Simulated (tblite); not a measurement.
## Run report: C4H9OSi, geometry relaxation (part 2 of 2)

The same run, continued: C4H9OSi, multiplicity 2, SMILES C=C(CC)O[SiH2]; GFN2-xTB geometry optimisation, gas phase (tblite 0.8.0). It belongs to a series of runs on one base structure; here: H removed from Si.

Geometry of the input (Å):
```
C  0.3553  -0.1457  -1.7086
C  0.2080  0.1270  -0.4105
C  -0.5373  -0.7828  0.5475
C  -1.8007  -0.1047  1.0853
O  0.6827  1.3193  0.1215
Si 2.1259  1.3538  0.9414
H  -0.0506  -1.0472  -2.1522
H  0.8621  0.5575  -2.3625
H  0.1064  -1.0864  1.3750
H  -0.8442  -1.7053  0.0368
H  -2.4797  0.1828  0.2838
H  -1.5584  0.7769  1.6810
H  -2.3437  -0.8034  1.7587
H  3.2356  0.8513  0.0784
H  2.0341  0.5148  2.1629
```

## Trajectory as extended XYZ, continued
```
15
Properties=species:S:1:pos:R:3:forces:R:3 step=73 energy=-514.70169
C     0.0638   -0.2353   -1.8897    0.0750   0.0370   0.2490
C     0.2470   -0.0621   -0.5791    0.2260   0.0620  -0.1760
C    -0.4816   -0.8568    0.4693    0.0480   0.0520   0.0020
C    -1.6049   -0.0204    1.0815   -0.0200   0.0040   0.0370
O     1.1155    0.8870   -0.1495    0.1420  -0.0730   0.5050
Si    1.9026    1.3334    1.2311   -0.0730  -0.2070  -0.6750
H    -0.5958   -0.9956   -2.2717    0.0310   0.1410   0.0680
H     0.5955    0.3756   -2.5978   -0.0290  -0.0480  -0.0270
H     0.2215   -1.1353    1.2560    0.0390  -0.0480   0.0140
H    -0.8750   -1.7724    0.0231   -0.0380   0.1020   0.0090
H    -2.3553    0.2164    0.3297    0.0290  -0.0030   0.0130
H    -1.1992    0.9129    1.4729   -0.0380  -0.0400  -0.0090
H    -2.0857   -0.5576    1.8980    0.0260   0.0150  -0.0450
H     3.3038    1.5218    0.8283   -0.3820  -0.0190   0.0100
H     1.7435    0.3964    2.3364   -0.0350   0.0230   0.0220
15
Properties=species:S:1:pos:R:3:forces:R:3 step=82 energy=-514.73921
C     0.0515   -0.2378   -1.9005   -0.0260   0.0500   0.0020
C     0.2987   -0.1062   -0.5988   -0.0300   0.0540   0.0250
C    -0.4686   -0.8572    0.4557   -0.0050  -0.0220  -0.0070
C    -1.5777   -0.0105    1.0855    0.0450   0.0140  -0.0280
O     1.2704    0.7211   -0.1723   -0.0260  -0.0170   0.0830
Si    1.8435    1.3224    1.2284    0.0370  -0.0420  -0.0620
H    -0.7116   -0.9061   -2.2556    0.0310   0.0350   0.0340
H     0.5946    0.3259   -2.6367    0.0430  -0.0050   0.0070
H     0.2403   -1.1719    1.2262   -0.0900  -0.0460   0.0180
H    -0.9067   -1.7413   -0.0051   -0.0110  -0.0730   0.0490
H    -2.3517    0.2145    0.3548    0.0730   0.0200  -0.0510
H    -1.1717    0.9272    1.4601    0.0120   0.0220   0.0190
H    -2.0453   -0.5397    1.9138    0.0750  -0.0220  -0.0080
H     3.2241    1.6184    0.8936   -0.0590   0.0360  -0.0780
H     1.7056    0.4491    2.3893   -0.0690  -0.0040  -0.0040
15
Properties=species:S:1:pos:R:3:forces:R:3 step=91 energy=-514.75041
C     0.0518   -0.2235   -1.8917   -0.0070  -0.0020  -0.0200
C     0.3069   -0.1274   -0.5892   -0.0380   0.0250   0.0410
C    -0.4766   -0.8775    0.4541    0.0100  -0.0020   0.0190
C    -1.5684   -0.0095    1.0797    0.0180   0.0110  -0.0130
O     1.2937    0.6724   -0.1521   -0.0230  -0.0430   0.0030
Si    1.8491    1.3227    1.2291   -0.0190   0.0050  -0.0330
H    -0.7333   -0.8609   -2.2517    0.0200  -0.0070  -0.0130
H     0.6195    0.3277   -2.6186    0.0020   0.0220   0.0050
H     0.2139   -1.2093    1.2326   -0.0030  -0.0320   0.0090
H    -0.9338   -1.7559   -0.0023    0.0290  -0.0040   0.0030
H    -2.3310    0.2237    0.3405    0.0030   0.0130  -0.0040
H    -1.1560    0.9264    1.4536    0.0420  -0.0160   0.0090
H    -2.0337   -0.5386    1.9084   -0.0230   0.0240  -0.0050
H     3.2037    1.6545    0.8346   -0.0210   0.0040   0.0150
H     1.6898    0.4831    2.4116    0.0110   0.0020  -0.0150
15
Properties=species:S:1:pos:R:3:forces:R:3 step=100 energy=-514.75511
C     0.0377   -0.2226   -1.8886    0.0240  -0.0230  -0.0270
C     0.3086   -0.1516   -0.5876   -0.0230   0.0030   0.0270
C    -0.4720   -0.9015    0.4581   -0.0070   0.0040   0.0020
C    -1.5416   -0.0015    1.0773    0.0130   0.0100  -0.0150
O     1.3028    0.6390   -0.1522   -0.0290  -0.0320  -0.0210
Si    1.8114    1.3244    1.2292    0.0280   0.0200  -0.0050
H    -0.7467   -0.8529   -2.2627    0.0150  -0.0070   0.0250
H     0.6053    0.3407   -2.6064   -0.0010   0.0240  -0.0040
H     0.2112   -1.2481    1.2373    0.0060   0.0090  -0.0260
H    -0.9367   -1.7725   -0.0036   -0.0350  -0.0030   0.0200
H    -2.2861    0.2594    0.3288   -0.0020   0.0160   0.0020
H    -1.0917    0.9184    1.4504    0.0010  -0.0140   0.0120
H    -2.0388   -0.5026    1.9048    0.0130  -0.0150  -0.0150
H     3.1567    1.6993    0.8435   -0.0100   0.0140   0.0140
H     1.6753    0.4801    2.4101    0.0060  -0.0050   0.0130
15
Properties=species:S:1:pos:R:3:forces:R:3 step=109 energy=-514.75669
C     0.0396   -0.2282   -1.8919   -0.0020  -0.0090  -0.0060
C     0.3082   -0.1625   -0.5903   -0.0070   0.0060   0.0220
C    -0.4739   -0.9091    0.4552   -0.0130   0.0030   0.0030
C    -1.5301    0.0044    1.0760    0.0000   0.0020   0.0130
O     1.3007    0.6261   -0.1484   -0.0060   0.0000  -0.0330
Si    1.7963    1.3253    1.2307    0.0190   0.0090   0.0030
H    -0.7426   -0.8623   -2.2627    0.0060  -0.0040  -0.0110
H     0.5974    0.3492   -2.6064    0.0090  -0.0110  -0.0030
H     0.2127   -1.2605    1.2289   -0.0100   0.0000  -0.0030
H    -0.9571   -1.7751    0.0036    0.0050  -0.0050  -0.0220
H    -2.2666    0.2844    0.3259    0.0060   0.0080   0.0160
H    -1.0671    0.9128    1.4611   -0.0010  -0.0070   0.0090
H    -2.0373   -0.4989    1.8959   -0.0070   0.0000  -0.0050
H     3.1350    1.7246    0.8493    0.0020   0.0180  -0.0020
H     1.6803    0.4779    2.4115   -0.0010  -0.0090   0.0190
15
Properties=species:S:1:pos:R:3:forces:R:3 step=118 energy=-514.75946
C     0.0575   -0.2504   -1.9003    0.0050  -0.0060   0.0200
C     0.3011   -0.1665   -0.5939    0.0010   0.0170   0.0180
C    -0.4896   -0.9090    0.4479   -0.0140  -0.0050  -0.0070
C    -1.5248    0.0114    1.0944    0.0100   0.0050   0.0050
O     1.2812    0.6341   -0.1456   -0.0060   0.0110  -0.0090
Si    1.7813    1.3252    1.2368   -0.0060   0.0290  -0.0240
H    -0.7029   -0.9036   -2.2847   -0.0030   0.0230   0.0210
H     0.6195    0.3302   -2.6094    0.0200  -0.0240   0.0050
H     0.1924   -1.2871    1.2140   -0.0080  -0.0010  -0.0250
H    -0.9904   -1.7555   -0.0201   -0.0150  -0.0270   0.0010
H    -2.2358    0.3583    0.3477   -0.0030  -0.0170   0.0100
H    -1.0383    0.8819    1.5339    0.0110  -0.0020   0.0070
H    -2.0645   -0.5146    1.8791   -0.0010   0.0080  -0.0190
H     3.0902    1.7852    0.8229    0.0080   0.0070   0.0150
H     1.7188    0.4684    2.4157    0.0020  -0.0200  -0.0190
15
Properties=species:S:1:pos:R:3:forces:R:3 step=127 energy=-514.76178
C     0.0758   -0.2740   -1.9056    0.0040  -0.0050   0.0030
C     0.2961   -0.1647   -0.5975   -0.0010   0.0040   0.0040
C    -0.5036   -0.9068    0.4378   -0.0010  -0.0020   0.0010
C    -1.5135    0.0189    1.1144   -0.0010   0.0010   0.0000
O     1.2638    0.6507   -0.1494    0.0020   0.0000  -0.0060
Si    1.7563    1.3369    1.2382   -0.0010   0.0000   0.0020
H    -0.6842   -0.9289   -2.2869    0.0070   0.0040  -0.0030
H     0.6557    0.2856   -2.6167   -0.0010   0.0020  -0.0010
H     0.1782   -1.3153    1.1883   -0.0060  -0.0030  -0.0050
H    -1.0255   -1.7345   -0.0425   -0.0020   0.0000   0.0050
H    -2.2026    0.4234    0.3762   -0.0020  -0.0050   0.0060
H    -1.0027    0.8495    1.6018   -0.0050  -0.0020  -0.0080
H    -2.0831   -0.5251    1.8643    0.0040   0.0080   0.0040
H     3.0455    1.8549    0.8296   -0.0030   0.0030  -0.0020
H     1.7393    0.4374    2.3866    0.0040  -0.0060   0.0000
```

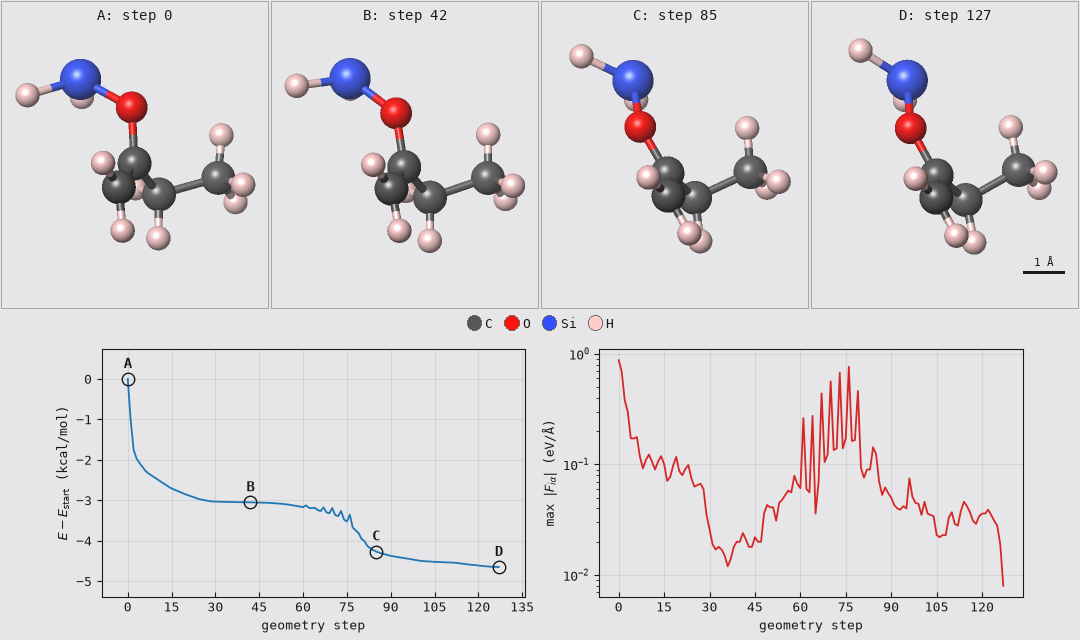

Frames of the relaxation (ball-and-stick view, seen at a tilt) above the curves, on which the letters mark them (steps are counted from 0).

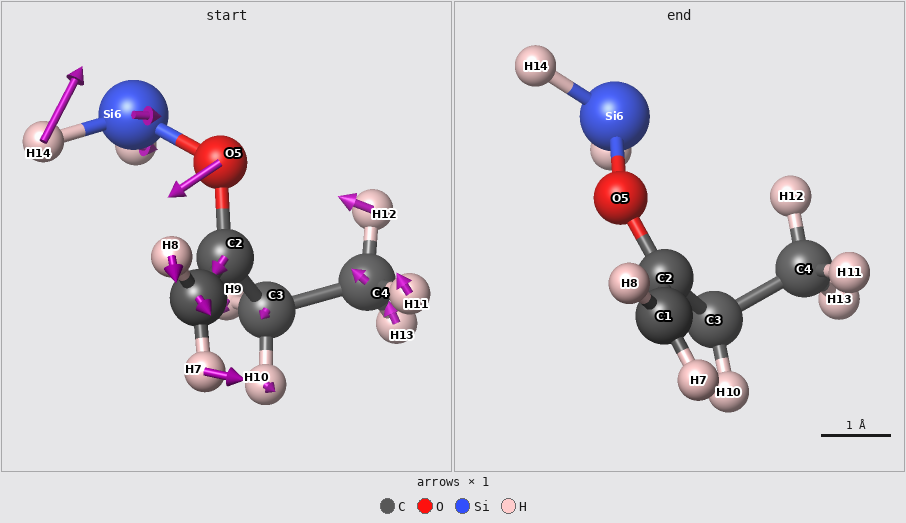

Before (left) and after (right) the relaxation, at one scale (ball-and-stick view, seen at a tilt). The pink arrows give the displacements, at true length. The energy falls by 4.65 kcal/mol in 127 geometry steps. Largest force component: 0.88 eV/Å at the start, 0.008 eV/Å at the end. The atom that moves furthest after the best rigid fit is H14 (1.30 Å). By element the largest moves are H 1.30 Å, O 0.92 Å, Si 0.49 Å, C 0.36 Å. Distances before and after: C2–O5 1.389 → 1.342 Å, Si6–H14 1.493 → 1.448 Å, O5–Si6 1.660 → 1.624 Å, Si6–H15 1.485 → 1.459 Å. Among the angles that change: C2–O5–Si6 120.3° → 139.5°, O5–Si6–H14 110.7° → 100.4°, H14–Si6–H15 109.4° → 116.9°. (Atoms are counted from 1 in the order of the input.)

## Results in brief

- outcome: converged
- total energy: −514.7618 eV
- wall time: 0.71 s
- peak memory: 0.18 GiB
